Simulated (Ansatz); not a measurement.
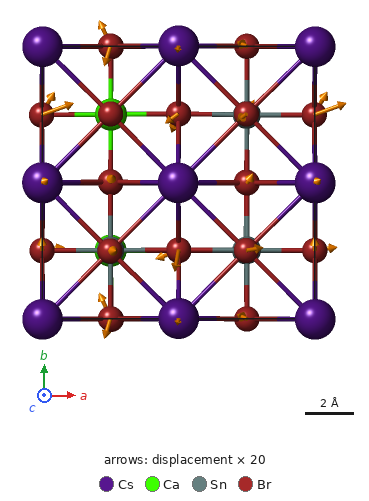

This is a relaxation of a defect cell of composition Cs8Ca2Sn6Br24. The starting structure is drawn; orange arrows show the displacements, 20 times their true length.

A ball-and-stick model of the cell of the calculation, seen along the c axis.

Computed with DFT, PBEsol, PAW, plane waves (Ansatz).

Input file:
```yaml
crystal:
  lattice:
    - [11.500000, 0.000000, 0.000000]
    - [0.000000, 11.500000, 0.000000]
    - [0.000000, 0.000000, 11.500000]
  atoms:
    - { symbol: Cs, position: [0.000967, 0.997834, 0.000461] }
    - { symbol: Cs, position: [0.001411, 0.998215, 0.502169] }
    - { symbol: Cs, position: [0.000444, 0.500128, 0.999095] }
    - { symbol: Cs, position: [0.001448, 0.497483, 0.499678] }
    - { symbol: Cs, position: [0.499951, 0.000366, 0.001517] }
    - { symbol: Cs, position: [0.501011, 0.001889, 0.499553] }
    - { symbol: Cs, position: [0.497909, 0.498752, 0.998487] }
    - { symbol: Cs, position: [0.498477, 0.498538, 0.499659] }
    - { symbol: Ca, position: [0.250475, 0.249705, 0.248309] }
    - { symbol: Ca, position: [0.252063, 0.749139, 0.749282] }
    - { symbol: Sn, position: [0.250568, 0.251334, 0.751153] }
    - { symbol: Sn, position: [0.250716, 0.751082, 0.247552] }
    - { symbol: Sn, position: [0.747175, 0.250065, 0.249240] }
    - { symbol: Sn, position: [0.751718, 0.251798, 0.754397] }
    - { symbol: Sn, position: [0.751265, 0.748830, 0.252058] }
    - { symbol: Sn, position: [0.749411, 0.747431, 0.750899] }
    - { symbol: Br, position: [0.248536, 0.248924, 0.000026] }
    - { symbol: Br, position: [0.248923, 0.248830, 0.501626] }
    - { symbol: Br, position: [0.250734, 0.751598, 0.996874] }
    - { symbol: Br, position: [0.251219, 0.750465, 0.500832] }
    - { symbol: Br, position: [0.748871, 0.250764, 0.001086] }
    - { symbol: Br, position: [0.748222, 0.252015, 0.501206] }
    - { symbol: Br, position: [0.748812, 0.751131, 0.002032] }
    - { symbol: Br, position: [0.750075, 0.751354, 0.500295] }
    - { symbol: Br, position: [0.999288, 0.250145, 0.249399] }
    - { symbol: Br, position: [0.999869, 0.250509, 0.750990] }
    - { symbol: Br, position: [0.997147, 0.747585, 0.248025] }
    - { symbol: Br, position: [0.997813, 0.748197, 0.749662] }
    - { symbol: Br, position: [0.500781, 0.250176, 0.247435] }
    - { symbol: Br, position: [0.500421, 0.252648, 0.749754] }
    - { symbol: Br, position: [0.500734, 0.751569, 0.250010] }
    - { symbol: Br, position: [0.499387, 0.752230, 0.749421] }
    - { symbol: Br, position: [0.253522, 0.998176, 0.249840] }
    - { symbol: Br, position: [0.250139, 0.000616, 0.746674] }
    - { symbol: Br, position: [0.251101, 0.498565, 0.248163] }
    - { symbol: Br, position: [0.250049, 0.502290, 0.747776] }
    - { symbol: Br, position: [0.750375, 0.999827, 0.248552] }
    - { symbol: Br, position: [0.750607, 0.999365, 0.753026] }
    - { symbol: Br, position: [0.748798, 0.501243, 0.249518] }
    - { symbol: Br, position: [0.751605, 0.498269, 0.749036] }
  symmetry: { detect: false }
kpoints:
  mp_grid: { grid: [1, 1, 1], shift: [0.25, 0.25, 0.25] }
hamiltonian:
  xc: pbesol
scf:
  occupations: { method: fermi_dirac, width: 0.01 }
relax:
  f_tol: 0.03
  max_steps: 80
  escape_saddle: false
  adjacent_minimum: "off"
output:
  forces: true
  eigenvalues: true
  populations: true
```

Launched with:
```bash
ansatz run in.yaml --threads 7 --pin off --max-ram 13300MiB --runs-dir r --events-out ev --progress --plain
```

> Atoms of which element are displaced furthest, and by how much?

Bromine: up to 0.075 Å, against 0.049 Å for tin.

> What did the optimiser do to the structure, and how much energy did it gain?

The atom that moves furthest is Br28 (0.075 Å along [3 1 1]). Largest moves by element: Br 0.075 Å, Sn 0.049 Å, Cs 0.031 Å, Ca 0.014 Å. The cell doesn't change. Some distances before and after: Ca10–Br28 2.924 → 2.844 Å, Sn13–Br29 2.834 → 2.910 Å, Ca9–Br18 2.913 → 2.841 Å, Sn12–Br33 2.842 → 2.905 Å. Bond angles that change, for instance: Br21–Sn14–Br26 91.4° → 89.3°. After 2 geometry steps the energy has fallen by 0.105 eV per cell of the calculation. The largest force component goes from 0.4 to 0.029 eV/Å.
